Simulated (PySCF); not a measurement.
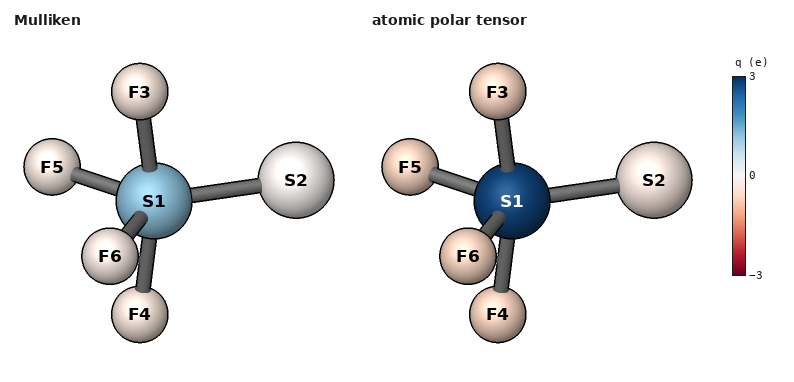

Atomic charges of one calculation by 2 schemes, on one colour scale. The geometry was computed by an optimisation with PBE0/def2-SVP. Computed with PBE0/def2-SVP (PySCF 2.14.0).

Question: Which scheme gives the most polar picture (largest mean size of the charges)?

Answer: The atomic polar tensor charges are the largest in size here.

Question: On which atom do the schemes disagree most?

Answer: On S1 (from 1.23 to 2.79 e).

List the charges (e), one line for each set of equivalent atoms.

```tsv
atom	Mulliken	atomic polar tensor
S1	1.23	2.79
S2	−0.09	−0.30
F3, F4	−0.32	−0.63
F5, F6	−0.25	−0.62
```
